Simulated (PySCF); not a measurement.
F4Ge, SMILES `F[Ge](F)(F)F`.

Method: PBE/def2-TZVP; geometry: GFN2-xTB; program: PySCF. No frequency check shows the geometry to be a minimum. GFN2-xTB bond lengths at metals and heavier atoms can be off by up to 0.1 Å and shapes distorted, which carries into these values.

Coordinates in Å:

```
F1       0.3591    1.3181   -0.9658
Ge2      0.0000   -0.0002   -0.0000
F3      -0.3592   -1.3178   -0.9657
F4       1.3180   -0.3589    0.9658
F5      -1.3181    0.3594    0.9658
```

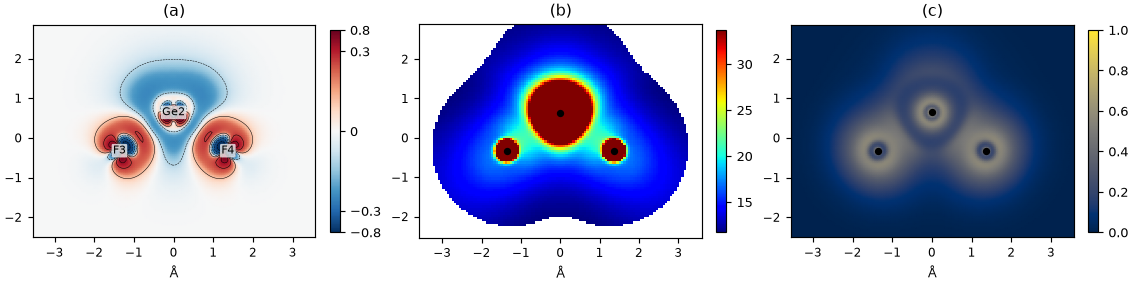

Three fields in the plane of Ge2, F3 and F4. (a): red positive, blue negative.

> The panels show, in some order, the deformation density, localised orbital locator (LOL) and average local ionisation energy. Which is which?

(a) is the deformation density: it has both signs, with gains where valence electrons gather and losses around them. (b) is the average local ionisation energy: it is high near the heavier nuclei and lowest where loosely bound electrons reach out. (c) is the localised orbital locator (LOL): it runs from 0 to 1, peaks where electrons are localised, as in bonds, and fades smoothly outside.
